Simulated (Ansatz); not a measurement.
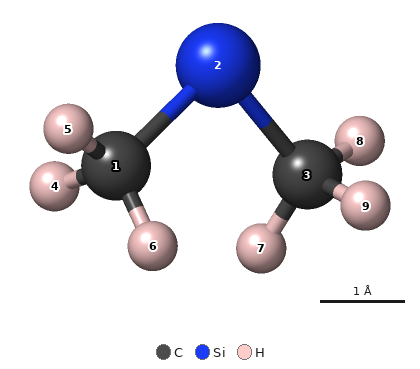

*The starting structure (ball-and-stick view, seen at a tilt; atoms are numbered from 1 in the order of the input).*

Nudged elastic band, with input and output: C2H6Si

System: C2H6Si.
Method: RKS r2SCAN-D4/def2-SVP (Ansatz 0.2.0).

One setting was made poor on purpose. It belongs to a series of runs on one base structure; here: band between the two ends. Figures and captions count atoms from 1; the log counts them from 0 in places.

**The program's output**
```
Engine: ansatz 0.2.0, aarch64-unknown-linux-gnu
Functional definition: r2SCAN
  parameter k0 = 0.174
  parameter k1 = 0.065
  parameter a1 = 4.9479
  exchange = r2scan_x(k0 = k0, k1 = k1, a1 = a1)
  correlation = r2scan_c
860 factors; their error is unknown
mean field evaluation 1: about -10031.3084 eV, gradient 6.5e1 eV
mean field evaluation 2: about -10019.0778 eV, gradient 8.7e1 eV
mean field evaluation 4: about -10041.8237 eV, gradient 2.2e0 eV
mean field evaluation 8: about -10041.7931 eV, gradient 2.8e-2 eV
mean field -10041.79314421 eV, -369.0290914779 hartree, gradient 2.1e-5 eV, S^2 0.000000; 0 other end points of the search recorded, 0 dependent functions left out
the calculation of the forces begins
reference -10041.79315347 eV, -369.0290918183 hartree; 16, 16 occupied and 60, 60 virtual orbitals, 860 factors
860 factors; their error is unknown
mean field evaluation 16: about -10031.2924 eV, gradient 6.5e1 eV
mean field -10041.78319911 eV, -369.0287260022 hartree, gradient 1.6e-5 eV, S^2 0.000000; 0 other end points of the search recorded, 0 dependent functions left out
[... from here on the field's lines of each further geometry are left out, up to the last ...]
NEB iter   1: max|band force component| = 3.478e0 eV/Å  barrier→ = 0.6111 eV  barrier← = 0.6012 eV  Δτ_max = 0.2000 Å  (130 SCF iters)
NEB iter   2: max|band force component| = 1.420e0 eV/Å  barrier→ = 0.1207 eV  barrier← = 0.1107 eV  Δτ_max = 0.0905 Å  (79 SCF iters)
NEB iter   3: max|band force component| = 3.587e-1 eV/Å  barrier→ = 0.0315 eV  barrier← = 0.0215 eV  CI = image 2  Δτ_max = 0.0617 Å  (81 SCF iters)
NEB iter   4: max|band force component| = 1.377e-1 eV/Å  barrier→ = 0.0210 eV  barrier← = 0.0111 eV  CI = image 2  Δτ_max = 0.0407 Å  (81 SCF iters)
the calculation of the forces begins
reference -10041.78565627 eV, -369.0288163011 hartree; 16, 16 occupied and 60, 60 virtual orbitals, 860 factors
860 factors; their error is unknown
mean field -10041.77339932 eV, -369.0283658666 hartree, gradient 2.2e-5 eV, S^2 0.000000; 1 other end points of the search recorded, 0 dependent functions left out
the calculation of the forces begins
reference -10041.77340863 eV, -369.0283662087 hartree; 16, 16 occupied and 60, 60 virtual orbitals, 860 factors
NEB iter   5: max|band force component| = 4.007e-2 eV/Å  barrier→ = 0.0199 eV  barrier← = 0.0100 eV  CI = image 2  Δτ_max = 0.0000 Å  (162 SCF iters)
```

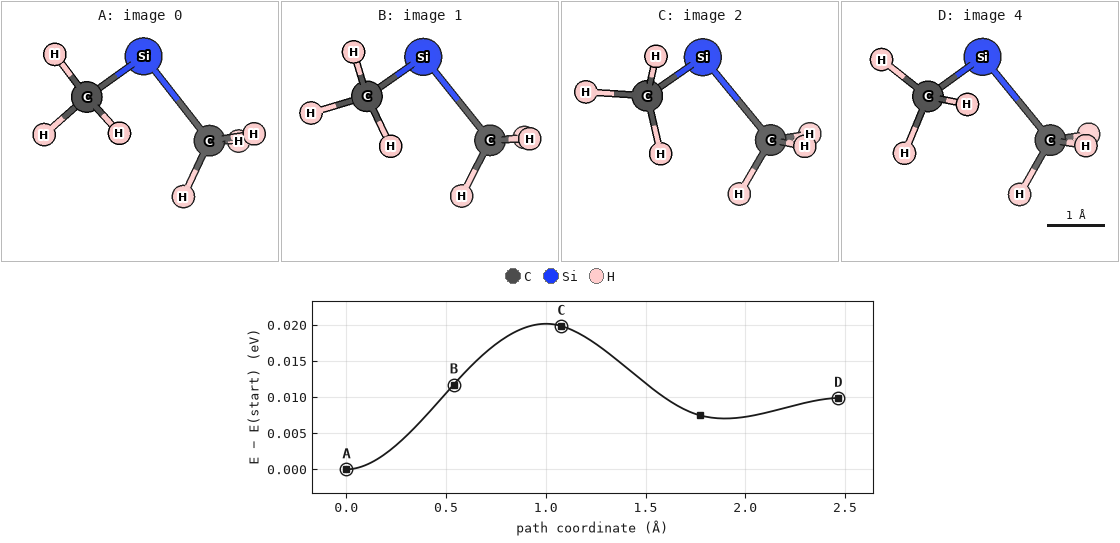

*Images of the last band (counted from 0; ball-and-stick, seen at a tilt) above the energy along the path; the line is a cubic interpolation that uses the forces.*

The highest image is number 2, 0.020 eV above the start and 0.010 eV above the end (the climbing image); the end lies 0.010 eV above the start. The path is 2.47 Å long. The band converged in 5 iterations.

```
Total energy: -10041.80883826 eV, -369.0296682235 hartree
Atom 0 at    -0.619186     0.988364    -0.806488 Å, force     0.007175     0.006853    -0.036605 eV/Å
Atom 1 at     0.524102    -0.523438    -1.047112 Å, force    -0.013583    -0.011040     0.009534 eV/Å
Atom 2 at     0.665755    -1.067679     0.774048 Å, force     0.020998     0.010516     0.012857 eV/Å
Atom 3 at    -1.476305     0.914966    -1.502073 Å, force     0.006947     0.007795     0.010595 eV/Å
Atom 4 at    -0.067401     1.884171    -1.154171 Å, force    -0.009885    -0.003237     0.009541 eV/Å
Atom 5 at    -0.997784     1.184037     0.210551 Å, force     0.000823    -0.008705     0.008644 eV/Å
Atom 6 at    -0.335176    -1.213455     1.223044 Å, force     0.000856     0.001137    -0.011049 eV/Å
Atom 7 at     1.266827    -1.975230     0.938128 Å, force    -0.004983     0.007417    -0.000577 eV/Å
Atom 8 at     1.127668    -0.238036     1.346775 Å, force    -0.008347    -0.010736    -0.002942 eV/Å
Dipole moment:    -0.127996     0.133867     0.244439 e Å
this run last wrote the band of iteration 5 to [file]
```

**The last band as extended XYZ (Å, eV, eV/Å)**
```
9
Properties=species:S:1:pos:R:3:forces:R:3 image=0 energy=-10041.82870
C    -0.5292    1.0507   -0.8089    0.0015  -0.0044   0.0000
Si    0.9046   -0.2011   -0.9215   -0.0034   0.0004   0.0040
C     0.6056   -1.0734    0.7474    0.0002   0.0038  -0.0039
H    -1.4273    0.4791   -1.1267    0.0006  -0.0001   0.0000
H    -0.4395    1.9031   -1.4999   -0.0007   0.0023  -0.0010
H    -0.7467    1.4182    0.2095    0.0009   0.0003   0.0002
H    -0.4554   -1.1661    1.0393   -0.0009   0.0005  -0.0008
H     1.1030   -2.0511    0.8417    0.0013  -0.0026   0.0008
H     1.0734   -0.4056    1.5019    0.0006  -0.0003   0.0008
9
Properties=species:S:1:pos:R:3:forces:R:3 image=1 energy=-10041.81694
C    -0.5654    1.0259   -0.8023    0.0139   0.0267  -0.0119
Si    0.7327   -0.3602   -0.9954    0.0057   0.0103   0.0026
C     0.6350   -1.0781    0.7661    0.0128  -0.0056   0.0113
H    -1.4643    0.6722   -1.3487   -0.0085  -0.0209   0.0111
H    -0.2633    1.9453   -1.3327   -0.0117  -0.0015  -0.0047
H    -0.8795    1.2782    0.2248    0.0089  -0.0012   0.0010
H    -0.3984   -1.1849    1.1428   -0.0081   0.0039  -0.0056
H     1.1774   -2.0253    0.9077   -0.0066  -0.0007  -0.0001
H     1.1142   -0.3194    1.4205   -0.0062  -0.0109  -0.0037
9
Properties=species:S:1:pos:R:3:forces:R:3 image=2 energy=-10041.80883
C    -0.6192    0.9884   -0.8065    0.0072   0.0069  -0.0366
Si    0.5241   -0.5234   -1.0471   -0.0136  -0.0110   0.0095
C     0.6658   -1.0677    0.7740    0.0210   0.0105   0.0129
H    -1.4763    0.9150   -1.5021    0.0069   0.0078   0.0106
H    -0.0674    1.8842   -1.1542   -0.0099  -0.0032   0.0095
H    -0.9978    1.1840    0.2106    0.0008  -0.0087   0.0086
H    -0.3352   -1.2135    1.2230    0.0009   0.0011  -0.0110
H     1.2668   -1.9752    0.9381   -0.0050   0.0074  -0.0006
H     1.1277   -0.2380    1.3468   -0.0083  -0.0107  -0.0029
9
Properties=species:S:1:pos:R:3:forces:R:3 image=3 energy=-10041.82120
C    -0.6603    0.9380   -0.8378   -0.0172  -0.0037  -0.0120
Si    0.3610   -0.6581   -1.0701   -0.0307   0.0091   0.0182
C     0.6723   -1.0293    0.7757    0.0404   0.0202  -0.0016
H    -1.3085    1.1673   -1.6994    0.0139   0.0084   0.0135
H     0.0903    1.7564   -0.8004    0.0056  -0.0135  -0.0018
H    -1.2454    1.0059    0.0960    0.0037  -0.0032  -0.0121
H    -0.2852   -1.1524    1.3169   -0.0025  -0.0066  -0.0171
H     1.2957   -1.9178    0.9576   -0.0016  -0.0029   0.0071
H     1.1686   -0.1564    1.2442   -0.0115  -0.0078   0.0059
9
Properties=species:S:1:pos:R:3:forces:R:3 image=4 energy=-10041.81880
C    -0.6667    0.9209   -0.8635    0.0050   0.0090   0.0008
Si    0.2760   -0.7283   -1.0665   -0.0056   0.0145   0.0038
C     0.6910   -0.9976    0.7779    0.0012   0.0018   0.0165
H    -1.0752    1.3169   -1.8058   -0.0006  -0.0009  -0.0017
H     0.0177    1.6844   -0.4430   -0.0055  -0.0141  -0.0033
H    -1.4938    0.8265   -0.1347    0.0048  -0.0036  -0.0017
H    -0.2156   -0.9544    1.4106    0.0049   0.0057  -0.0064
H     1.2141   -1.9443    0.9809    0.0053  -0.0055  -0.0009
H     1.3409   -0.1704    1.1268   -0.0094  -0.0070  -0.0071
```

This output came from the following input.

**Input file**
```yaml
crystal:
  periodic: [false, false, false]
  atoms:
    - { symbol: C, position_ang: [-0.529241, 1.050675, -0.808944] }
    - { symbol: Si, position_ang: [0.904628, -0.201126, -0.921533] }
    - { symbol: C, position_ang: [0.605648, -1.073447, 0.747419] }
    - { symbol: H, position_ang: [-1.427326, 0.479126, -1.126705] }
    - { symbol: H, position_ang: [-0.439479, 1.903062, -1.499943] }
    - { symbol: H, position_ang: [-0.746743, 1.418218, 0.2095] }
    - { symbol: H, position_ang: [-0.455429, -1.166111, 1.039287] }
    - { symbol: H, position_ang: [1.102998, -2.051076, 0.841723] }
    - { symbol: H, position_ang: [1.073443, -0.405622, 1.501897] }
basis:
  gaussian: { orbitals: def2-SVP }
hamiltonian:
  xc: r2scan
  dispersion: d4
neb:
  order_check: false
  images: 3
  f_tol: 0.05
  max_iterations: 60
  climbing: true
  final_atoms:
    - { symbol: C, position_ang: [-0.66668654, 0.92094413, -0.86351199] }
    - { symbol: Si, position_ang: [0.27598635, -0.72831639, -1.06645198] }
    - { symbol: C, position_ang: [0.69099337, -0.99756527, 0.7778531] }
    - { symbol: H, position_ang: [-1.07519124, 1.31692521, -1.80579137] }
    - { symbol: H, position_ang: [0.01772719, 1.68436451, -0.44301913] }
    - { symbol: H, position_ang: [-1.49377004, 0.82649123, -0.13468346] }
    - { symbol: H, position_ang: [-0.21555913, -0.95438837, 1.41062562] }
    - { symbol: H, position_ang: [1.21412109, -1.94432805, 0.98089006] }
    - { symbol: H, position_ang: [1.34087795, -0.170428, 1.12679016] }
  initial_path:
    images:
      - { positions_ang: [[-0.529241, 1.050675, -0.808944], [0.904628, -0.201126, -0.921533], [0.605648, -1.073447, 0.747419], [-1.427326, 0.479126, -1.126705], [-0.439479, 1.903062, -1.499943], [-0.746743, 1.418218, 0.2095], [-0.455429, -1.166111, 1.039287], [1.102998, -2.051076, 0.841723], [1.073443, -0.405622, 1.501897]] }
      - { positions_ang: [[-0.57235825, 1.03178864, -0.84955708], [0.66320326, -0.31600568, -0.89343681], [0.61683411, -1.08531651, 0.78900923], [-1.44941777, 0.68881553, -1.30676956], [-0.27187956, 1.91662517, -1.41245927], [-0.87045867, 1.38460912, 0.15960475], [-0.36031217, -1.28188165, 1.15851344], [1.22466431, -2.01370779, 0.82251562], [1.10822373, -0.37122783, 1.51528068]] }
      - { positions_ang: [[-0.6154755, 1.01290227, -0.89017015], [0.42177852, -0.43088536, -0.86534062], [0.62802022, -1.09718603, 0.83059945], [-1.47150954, 0.89850507, -1.48683411], [-0.10428011, 1.93018834, -1.32497555], [-0.99417433, 1.35100024, 0.10970949], [-0.26519533, -1.39765229, 1.27773987], [1.34633063, -1.97633958, 0.80330824], [1.14300446, -0.33683365, 1.52866437]] }
      - { positions_ang: [[-0.64108102, 0.9669232, -0.87684107], [0.34888243, -0.57960087, -0.9658963], [0.65950679, -1.04737565, 0.80422628], [-1.27335039, 1.10771514, -1.64631274], [-0.04327646, 1.80727642, -0.88399734], [-1.24397218, 1.08874573, -0.01248698], [-0.24037723, -1.17602033, 1.34418275], [1.28022586, -1.96033381, 0.89209915], [1.2419412, -0.25363083, 1.32772726]] }
      - { positions_ang: [[-0.66668654, 0.92094413, -0.86351199], [0.27598635, -0.72831639, -1.06645198], [0.69099337, -0.99756527, 0.7778531], [-1.07519124, 1.31692521, -1.80579137], [0.01772719, 1.68436451, -0.44301913], [-1.49377004, 0.82649123, -0.13468346], [-0.21555913, -0.95438837, 1.41062562], [1.21412109, -1.94432805, 0.98089006], [1.34087795, -0.170428, 1.12679016]] }
```

Run as:
```bash
ansatz run input.yaml --threads 1 --pin off --max-ram 2048MiB --backend cpu --events-out ev --progress --plain --runs-dir out
```

**Summary**

| quantity | value |
| --- | --- |
| outcome | converged |
| barrier, forward | 0.020 eV |
| barrier, backward | 0.010 eV |
| hardware | 1 thread of Arm Neoverse V1, 24 GiB of memory available, shared host |
| wall time | 67 s |
| peak memory | 0.15 GiB |

**Notes**

A deliberately poor setting: few images. The order of the saddle point was not checked.
